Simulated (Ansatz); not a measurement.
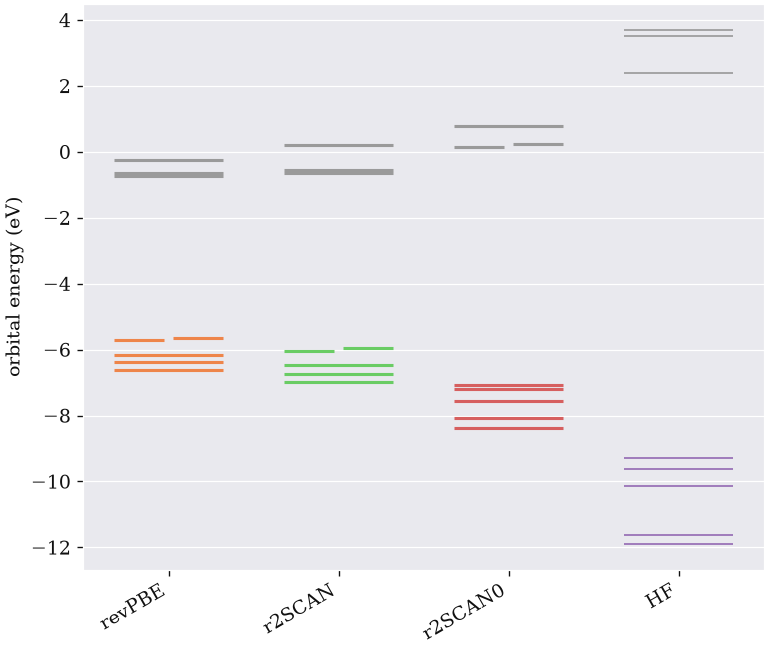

Frontier orbital energies of C₈H₁₃FHfO₂, SMILES C[O][Hf]1234([CH3])([O]C)[C@H]5[C@@H]1[C@@H]2[C@]3(F)[C@@H]45, singlet at one geometry, def2-TZVPP, the Ansatz code 0.2.0, at a PBE0-D4/def2-TZVP geometry (no frequency check). Empty levels are grey, levels within 0.1 eV stand side by side; all columns show the same few orbitals around the gap.

Question: Compare the HOMO-LUMO separations.

Answer: The separation grows from 4.91 eV (revPBE) to 11.67 eV (HF).

```tsv
level	HOMO (eV)	LUMO (eV)	separation (eV)
revPBE	−5.66	−0.75	4.91
r2SCAN	−5.96	−0.65	5.31
r2SCAN0	−7.08	0.14	7.22
HF	−9.30	2.38	11.67
```

Limits of at least one run: core potentials past krypton; empty levels above zero depend strongly on the basis; one conformer of a flexible molecule; spin-orbit coupling is left out, and with Hf it can shift these levels and split any degenerate set.
